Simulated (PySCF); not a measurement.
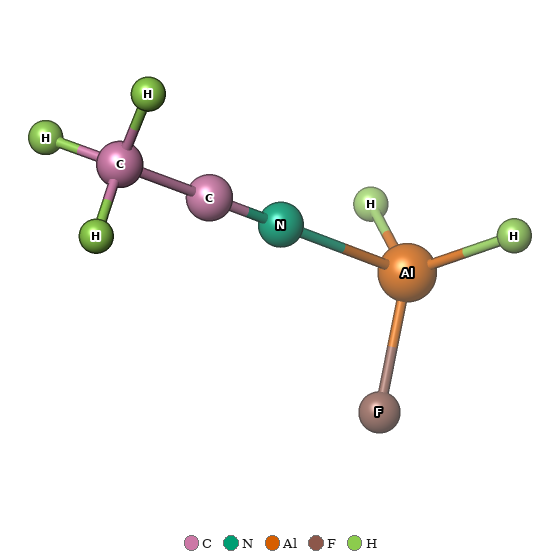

The molecule: C₂H₅AlFN, SMILES CC#[N+][AlH2-][F], singlet.

Vertical TDDFT excitations, B3LYP/def2-SVPD with PySCF, at a PBE0-D3(BJ)/def2-SVP geometry (no frequency check), gas phase.

Question: What does its absorption spectrum look like?

Answer: The lowest singlet lies at 4.83 eV (257 nm, f = 0.002); the brightest of the first 10 is S2 at 5.10 eV (243 nm), f = 0.090, mainly HOMO → LUMO+1 (99 %). No singlet lies below 3.1 eV (beyond 400 nm), so at this level no vertical transition falls in the visible.


```tsv
state	E (eV)	λ (nm)	f	main character
S1	4.83	257	0.002	HOMO → LUMO (100 %)
S2	5.10	243	0.090	HOMO → LUMO+1 (99 %)
S3	5.80	214	0.003	HOMO → LUMO+2 (99 %)
S4	6.36	195	0.028	HOMO−1 → LUMO (99 %)
S5	6.45	192	0.005	HOMO−1 → LUMO+1 (98 %)
S6	7.07	175	0.005	HOMO → LUMO+4 (56 %)
S7	7.27	171	0.078	HOMO → LUMO+3 (58 %)
S8	7.32	169	0.011	HOMO−1 → LUMO+2 (98 %)
S9	7.49	166	0.000	HOMO−2 → LUMO+1 (79 %)
S10	7.52	165	0.038	HOMO−2 → LUMO (84 %)
```

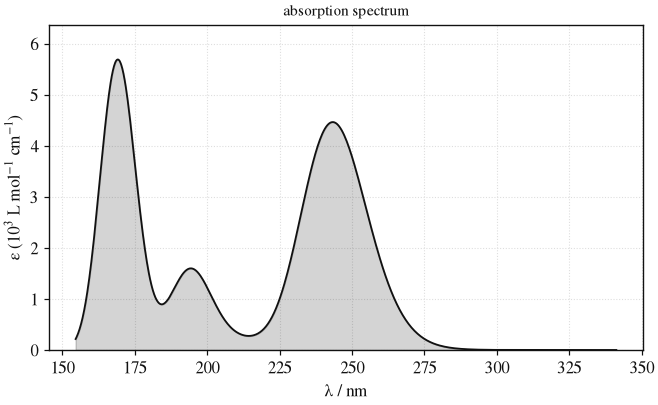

The lowest 10 singlet states are shown; each is broadened by a Gaussian of 1/e half-width 0.33 eV.

Known limits of this run: states above the negative HOMO energy depend on the basis; core orbitals are frozen in the response.
